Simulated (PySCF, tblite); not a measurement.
# C₄H₆BF₂Si radical: geometry, infrared bands and EPR parameters

Wanted: the infrared bands and EPR parameters of C₄H₆BF₂Si radical (`FB(F)C1=[C]CC[SiH2]1`), by calculation.

Computed with tblite 0.8.0 and PySCF 2.14.0, with density-fitted response routines of our own, on a single molecule in the gas phase. Atoms are numbered from 0 throughout.

### 1 The molecule as given

14 atoms, charge 0, multiplicity 2; geometry from: force field or distance geometry start.

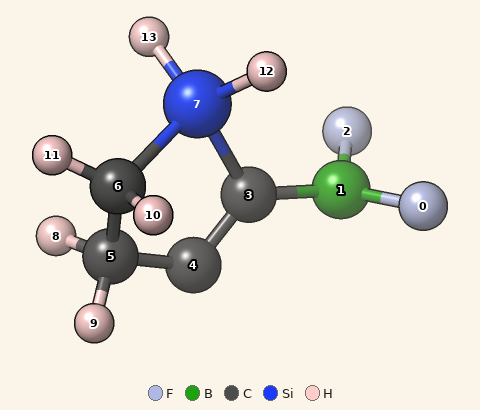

The starting geometry (fluorine light blue, boron green, carbon dark grey, silicon blue, hydrogen pink), atoms numbered.

### 2 Geometry optimisation with GFN2-xTB

Job settings and geometry (Å):

```
{"job": {"kind": "relax", "xc": "GFN2-xTB", "basis": "xTB"}, "charge": 0, "multiplicity": 2}
F      2.935800    -0.611500     1.664600
B      2.384500    -0.944500     0.355400
F      3.294400    -1.016000    -0.774900
C      0.893500    -0.547200     0.094600
C     -0.162800    -1.335400     0.208500
C     -1.467000    -0.781700    -0.086900
C     -1.523200     0.717000     0.117300
Si     0.257900     1.134200    -0.395300
H     -1.696000    -1.015100    -1.145600
H     -2.234700    -1.238100     0.605100
H     -1.642500     0.948700     1.181700
H     -2.270000     1.205800    -0.527000
H      0.847800     2.099400     0.499800
H      0.381600     1.383800    -1.819400
```

Launch:

```
> OMP_NUM_THREADS=1 python probes_run.py task.json out
```

This one command runs all jobs of the session in turn.

Output:

```text
step      E/eV     max force
  0    -652.89367    3.404
  1    -653.48114    2.318
  2    -653.70466    1.953
  3    -653.80079    0.779
  4    -653.84225    0.563
  5    -653.88674    0.483
  6    -653.89764    0.405
  7    -653.90509    0.196
  8    -653.91087    0.291
  9    -653.91894    0.258
 10    -653.92350    0.182
 11    -653.92615    0.145
 12    -653.92833    0.159
 13    -653.93122    0.195
 14    -653.93416    0.173
 15    -653.93611    0.102
 16    -653.93719    0.082
 17    -653.93804    0.081
 18    -653.93887    0.077
 19    -653.93952    0.063
 20    -653.94003    0.066
 21    -653.94058    0.068
 22    -653.94143    0.100
 23    -653.94260    0.115
 24    -653.94381    0.098
 25    -653.94479    0.077
 26    -653.94565    0.078
 27    -653.94668    0.117
 28    -653.94807    0.143
 29    -653.94954    0.112
 30    -653.95059    0.074
 31    -653.95123    0.062
 32    -653.95183    0.080
 33    -653.95267    0.102
 34    -653.95368    0.084
 35    -653.95462    0.078
 36    -653.95546    0.081
 37    -653.95640    0.098
 38    -653.95777    0.131
 39    -653.95969    0.140
 40    -653.96177    0.147
 41    -653.96347    0.107
 42    -653.96480    0.087
 43    -653.96602    0.098
 44    -653.96701    0.113
 45    -653.96783    0.103
 46    -653.96860    0.062
 47    -653.96932    0.070
 48    -653.96977    0.070
 49    -653.97055    0.076
 50    -653.97119    0.064
 51    -653.97186    0.053
 52    -653.97252    0.070
 53    -653.97302    0.082
 54    -653.97374    0.074
 55    -653.97435    0.052
 56    -653.97512    0.065
 57    -653.97573    0.086
 58    -653.97662    0.121
 59    -653.97746    0.109
 60    -653.97862    0.133
 61    -653.97991    0.173
 62    -653.97983    0.303
 63    -653.98239    0.117
 64    -653.98394    0.087
 65    -653.98352    0.545
 66    -653.98842    0.118
 67    -653.99040    0.104
 68    -653.98595    0.715
 69    -653.99413    0.099
 70    -653.99621    0.118
 71    -653.99434    0.803
 72    -654.00181    0.107
 73    -654.00386    0.154
 74    -654.00569    0.491
 75    -654.00931    0.193
 76    -654.01132    0.148
 77    -654.01980    0.538
 78    -654.02513    0.214
 79    -654.02925    0.140
 80    -654.03101    0.484
 81    -654.03542    0.167
 82    -654.03875    0.090
 83    -654.04350    0.163
 84    -654.04529    0.160
 85    -654.04827    0.149
 86    -654.04966    0.144
 87    -654.05087    0.088
 88    -654.05156    0.158
 89    -654.05245    0.096
 90    -654.05343    0.078
 91    -654.05472    0.084
 92    -654.05645    0.088
 93    -654.05836    0.179
 94    -654.06054    0.165
 95    -654.06344    0.160
 96    -654.06520    0.174
 97    -654.06433    0.315
 98    -654.06717    0.068
 99    -654.06777    0.056
100    -654.06872    0.049
101    -654.06898    0.043
102    -654.06932    0.070
103    -654.06955    0.073
104    -654.06984    0.050
105    -654.07022    0.044
106    -654.07050    0.044
107    -654.07070    0.034
108    -654.07086    0.027
109    -654.07099    0.027
110    -654.07107    0.019
111    -654.07113    0.016
112    -654.07116    0.017
113    -654.07120    0.017
114    -654.07125    0.016
115    -654.07129    0.013
116    -654.07131    0.009
```

Wall time 0.67 s (1 thread of Arm Neoverse V2, shared host).

Along the way: (not every step is listed)

```csv
step,energy from step 0 (eV),largest force (eV/Å)
0,0.0000,3.4036
1,-0.5875,2.3184
2,-0.8110,1.9527
3,-0.9071,0.7785
4,-0.9486,0.5627
5,-0.9931,0.4827
6,-1.0040,0.4046
7,-1.0114,0.1958
8,-1.0172,0.2914
18,-1.0452,0.0771
28,-1.0544,0.1426
38,-1.0641,0.1307
48,-1.0761,0.0696
58,-1.0829,0.1208
68,-1.0923,0.7152
78,-1.1315,0.2137
88,-1.1579,0.1583
98,-1.1735,0.0682
108,-1.1772,0.0266
111,-1.1775,0.0161
112,-1.1775,0.0170
113,-1.1775,0.0173
114,-1.1776,0.0161
115,-1.1776,0.0128
116,-1.1776,0.0091
```

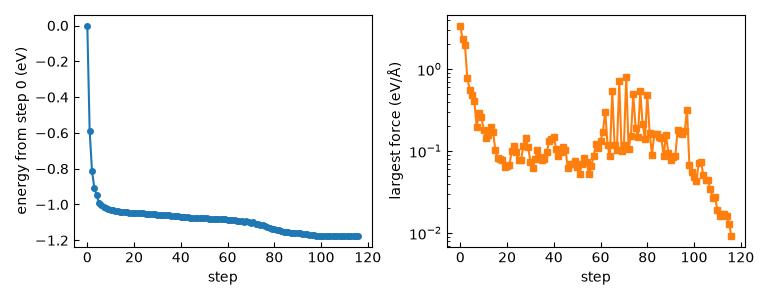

Energy and force, step by step.

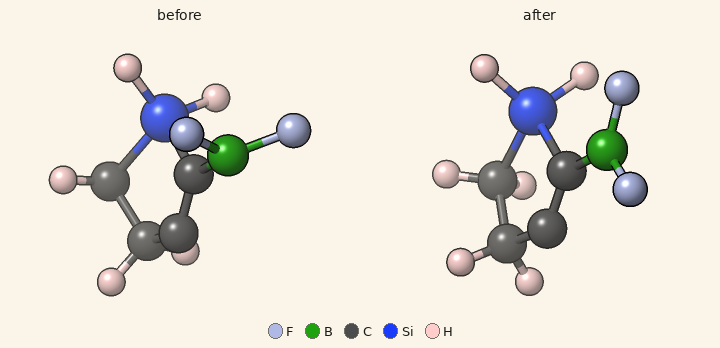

The geometry before (left) and after (right).

Distances of close pairs at the start and the end, largest changes first:

```csv
bond,before (Å),after (Å),change (Å)
F0–B1,1.459,1.323,-0.136
B1–F2,1.453,1.329,-0.124
C3–Si7,1.863,1.939,+0.076
C5–C6,1.514,1.558,+0.045
B1–C3,1.565,1.523,-0.042
C5–H9,1.130,1.093,-0.037
Si7–H12,1.442,1.464,+0.021
C6–Si7,1.900,1.916,+0.017
```

The next job starts from the end point, and lists it.

### 3 Harmonic vibrations with GFN2-xTB

Job settings and geometry (Å):

```
{"job": {"kind": "ir", "xc": "GFN2-xTB", "basis": "xTB"}, "charge": 0, "multiplicity": 2}
F      2.887859    -2.076991     0.482536
B      2.419083    -0.875127     0.188786
F      3.371320     0.022399    -0.041717
C      0.940753    -0.514001     0.119058
C     -0.115044    -1.260880     0.327574
C     -1.503667    -0.804929     0.261958
C     -1.524428     0.669734    -0.241417
Si     0.295827     1.266236    -0.298848
H     -2.086476    -1.455777    -0.393096
H     -1.943233    -0.879498     1.259432
H     -2.153543     1.276871     0.406828
H     -1.979104     0.710373    -1.230634
H      0.653485     2.213064     0.758718
H      0.736489     1.708054    -1.621343
```

Output:

```text
mode    cm-1     km/mol
  1      32.2      0.34
  2      46.8      0.24
  3     103.0      0.55
  4     127.4      0.14
  5     278.7      6.84
  6     306.9     10.57
  7     350.7      0.45
  8     439.9     18.53
  9     456.8     12.38
 10     482.5     12.22
 11     564.0    130.84
 12     571.8     26.32
 13     584.4    111.01
 14     627.2     70.63
 15     701.3     76.36
 16     749.6     70.01
 17     765.8    194.94
 18     865.5      6.97
 19     887.0      1.02
 20     966.1     10.70
 21    1034.1    123.49
 22    1091.5      6.71
 23    1158.3      4.83
 24    1207.6     15.88
 25    1227.0    344.25
 26    1272.5      6.67
 27    1296.8    533.68
 28    1437.3     16.77
 29    1477.0      4.89
 30    1698.2    338.96
 31    2259.8    340.98
 32    2273.3    237.50
 33    2952.0      8.49
 34    2976.4     21.73
 35    2994.1     41.70
 36    3011.0     18.10
```

It took 0.4 s on 1 thread of Arm Neoverse V2, shared host.

The strongest bands and the atoms that carry them (share of the mass-weighted mode):

```csv
cm⁻¹,km/mol,atoms
564,130.8,"B1 56 %, C3 29 %"
766,194.9,"H12 32 %, H13 29 %, Si7 15 %, C6 13 %"
1034,123.5,"C4 30 %, C5 28 %, C3 11 %"
1227,344.2,"B1 71 %, F2 15 %, F0 11 %"
1297,533.7,"B1 62 %, C3 12 %"
1698,339.0,"C4 49 %, C3 48 %"
2260,341.0,H12 95 %
2273,237.5,H13 95 %
```

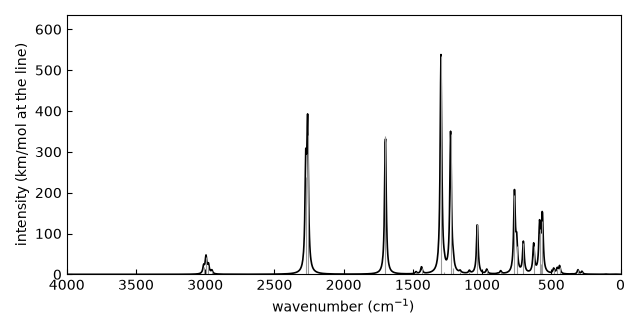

The infrared spectrum from these modes, unscaled. Lines are broadened to a width of 14 cm⁻¹ (Lorentzian).

### 4 EPR parameters: B3LYP/pcH-1

The job, as its differences from that of step 3:

```diff
@@ -1,2 +1,2 @@
-{"job": {"kind": "ir", "xc": "GFN2-xTB", "basis": "xTB"}, "charge": 0, "multiplicity": 2}
+{"job": {"kind": "epr", "basis": "pcH-1"}, "charge": 0, "multiplicity": 2}
 F      2.887859    -2.076991     0.482536
```

Method: UKS B3LYP, pcH-1 on B C F H Si, non-relativistic, mean-field spin-orbit, GIAO.

Output:

```text
UKS, coarse grid
  cycle   1  E = -670.04518106  |g| = 5.49e-01
  cycle   2  E = -669.95975616  |g| = 7.76e-01
  cycle   3  E = -670.15135865  |g| = 5.29e-02
  cycle   4  E = -670.15211725  |g| = 3.21e-02
  cycle   5  E = -670.15266595  |g| = 9.35e-03
  cycle   6  E = -670.15271888  |g| = 5.74e-03
  cycle   7  E = -670.15274151  |g| = 2.08e-03
  cycle   8  E = -670.15274790  |g| = 9.16e-04
UKS, final grid
  cycle   1  E = -670.15280321  |g| = 1.10e-03
  cycle   2  E = -670.15280243  |g| = 1.87e-03
  cycle   3  E = -670.15280422  |g| = 3.09e-04
  cycle   4  E = -670.15280432  |g| = 1.68e-04
  cycle   5  E = -670.15280441  |g| = 1.02e-04
  cycle   6  E = -670.15280442  |g| = 6.73e-06
E = -670.15280442 Eh   <S^2> = 0.7576 (exact 0.7500)
g shifts (ppm)      1          2          3
  rmc          -166       -166       -166
  gc             22        -17         10
  oz_so        -933       -120          4
  total       -1077       -303       -151
hyperfine (MHz)  atom isotope    a_iso     a_fc   dipolar eigenvalues
    0   19F      -1.69      -1.69    -11.20      1.12     10.07
    1   11B      46.42      46.43     -3.56     -2.15      5.70
    2   19F      -5.70      -5.66     -8.02      2.83      5.18
    3   13C      13.66      13.68    -16.83     -0.28     17.11
    4   13C     324.49     324.66    -74.52    -57.77    132.29
    5   13C      56.83      56.83     -6.48     -6.07     12.55
    6   13C      40.79      40.83     -5.37     -4.51      9.88
    7  29Si    -122.44    -122.62    -29.94     14.73     15.21
    8    1H      13.77      13.77     -7.26     -5.21     12.47
    9    1H       7.98       7.98     -7.21     -4.99     12.20
   10    1H       1.15       1.15     -3.48     -1.11      4.58
   11    1H      -1.04      -1.04     -3.41     -1.33      4.74
   12    1H       5.88       5.88     -2.28     -0.71      3.00
   13    1H       6.47       6.47     -2.34     -0.66      3.00
```

Wall time 93 s (1 thread of Arm Neoverse V2, shared host); peak memory 0.96 GiB.

Principal g values 2.00124, 2.00202, 2.00217; g(iso) = 2.00181, against 2.00232 for a free electron.

Hyperfine couplings; where a row names several nuclei, a(iso) is their mean (it holds for fast rotation or exchange) and the dipolar term the largest among them:

```csv
nuclei,isotope,a(iso) (MHz),"a(iso) (G, at g = 2.0023)",largest dipolar term (MHz)
C4,13C,324.5,115.8,132.3
Si7,29Si,-122.4,-43.7,-29.9
C5,13C,56.8,20.3,12.5
B1,11B,46.4,16.6,5.7
C6,13C,40.8,14.6,9.9
C3,13C,13.7,4.9,17.1
"H8, H9",1H,10.9,3.9,12.5
"H12, H13",1H,6.2,2.2,3.0
"F0, F2",19F,-3.7,-1.3,-11.2
"H10, H11",1H,0.1,0.0,4.7
```

Mulliken spin populations:

F0 0.00; B1 0.02; F2 0.00; C3 -0.11; C4 0.90; C5 -0.02; C6 0.05; Si7 0.13; H8 0.00; H9 0.00; H10 0.00; H11 0.00; H12 0.00; H13 0.00

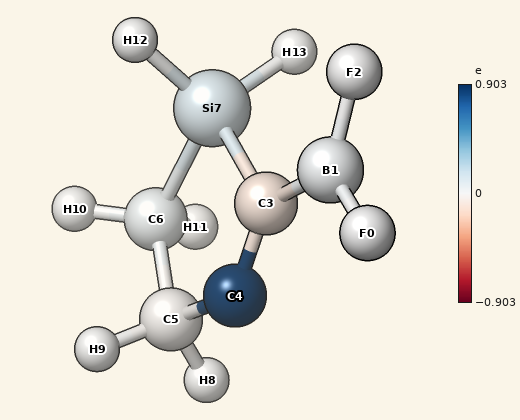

Mulliken spin populations, as colours on the atoms.

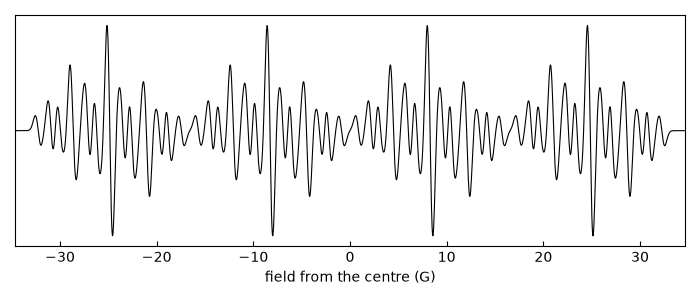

First-order isotropic spectrum (first derivative, main isotopes with spin only, couplings over 0.8 MHz, Gaussian width 0.3 G; couplings of the frozen geometry, rotation of groups not averaged beyond the rows shown).

Orbitals, density, ELF and potential are computed afterwards from the orbital file.

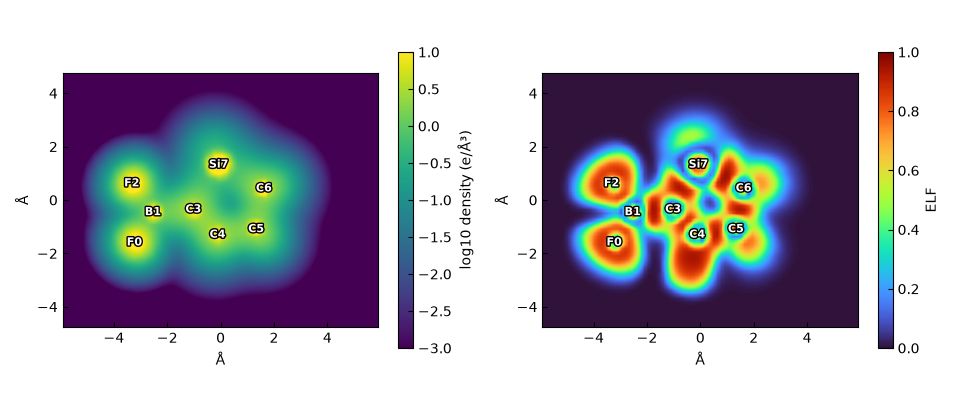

Density (left) and ELF (right) in a plane through or near 8 of the atoms.

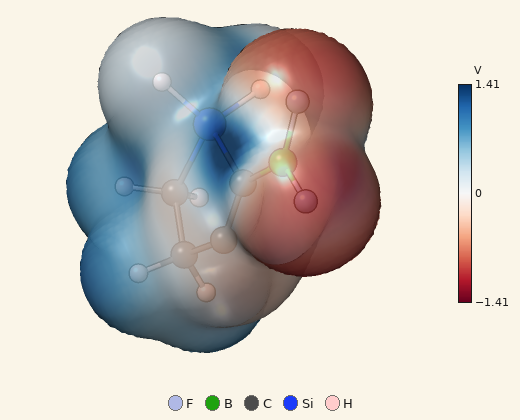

Electrostatic potential on the surface of density 0.002 e/bohr³; red is low, blue high. It runs from -0.99 V near F0 to 1.41 V near B1.

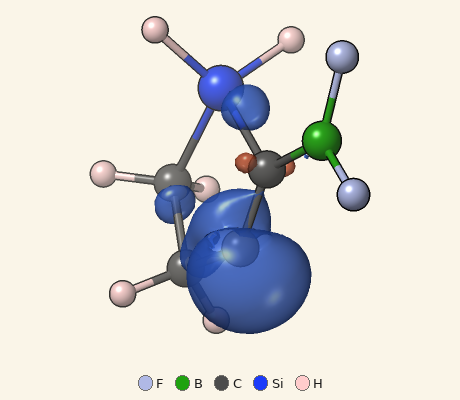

Spin density at ±0.05 e/Å³ (alpha excess blue, beta excess red).

### 5 Outcome

```
                                                                  quantity                  value
                                 strongest single infrared mode (GFN2-xTB)  1297 cm⁻¹, 534 km/mol
                                              zero-point energy (GFN2-xTB)          56.1 kcal/mol
                                                            g(iso) (B3LYP)                2.00181
                                                                      ⟨S²⟩     0.758 (exact 0.75)
                                        largest a(iso) (averaged by class)   13C on C4, 324.5 MHz
potential on the surface of density 0.002 e/bohr³, 1st and 99th percentile     -0.99 V and 1.41 V
```

**Reading.** Over 116 steps the energy fell by 1.178 eV; of the close pairs, F0–B1 changed most, 1.459 to 1.323 Å. All 36 modes are real, so the xTB geometry is a minimum. The strongest single mode, at 1297 cm⁻¹, moves mainly B1. GFN2-xTB is a fitted tight-binding method: band positions and strengths are rough. Its intensities can rank the bands wrongly. C4 carries the largest spin population, 0.90 e. The isotropic g lies 0.5 ppt below the free-electron value. The conformer search found further structures of the same energy, which may be mirror or relabelled copies of this one.
